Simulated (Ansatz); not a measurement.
The figure comes from a scan of TiO₂ (anatase): volume and axial ratio are varied about the relaxed values (subscript 0). Level of theory: r2SCAN (plane waves to 500 eV, PAW, scalar-relativistic; Ansatz, a first-principles code). k mesh 12×12×12 (Γ-centred), Fermi-Dirac smearing 0.05 eV. Stress and pressure are positive under compression. As the atoms are clamped, bonds stretch with the cell, which overstates energies and stresses. The PAW data are Ansatz's earlier set. TiO2 is run without spin polarisation. TiO2 was relaxed with its symmetry unable to fall. 

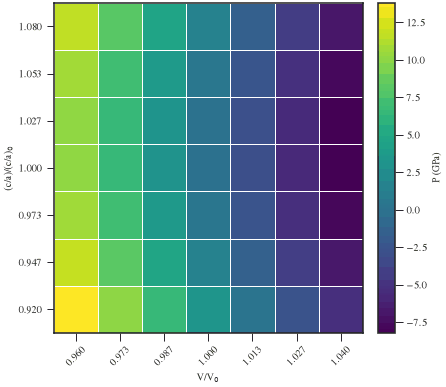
P (GPa), one tile a computed point.

Read the plotted values off the figure, to the accuracy that the plot allows.

To the nearest 2:

P (GPa), with V/V₀ across and (c/a)/(c/a)₀ down:

```
(c/a)/(c/a)₀ \ V/V₀  0.960  0.973  0.987  1.000  1.013  1.027  1.040
-------------------  -----  -----  -----  -----  -----  -----  -----
0.920                   14     10      6      4      0     -2     -6
0.947                   12      8      4      2     -2     -4     -6
0.973                   10      8      4      0     -2     -6     -8
1.000                   10      6      4      0     -2     -6     -8
1.027                   10      6      4      0     -2     -6     -8
1.053                   10      8      4      0     -2     -6     -8
1.080                   12      8      4      2     -2     -4     -6
```

(A scan under strain: stresses follow from slopes of the energy per volume, elastic moduli from its curvatures.)
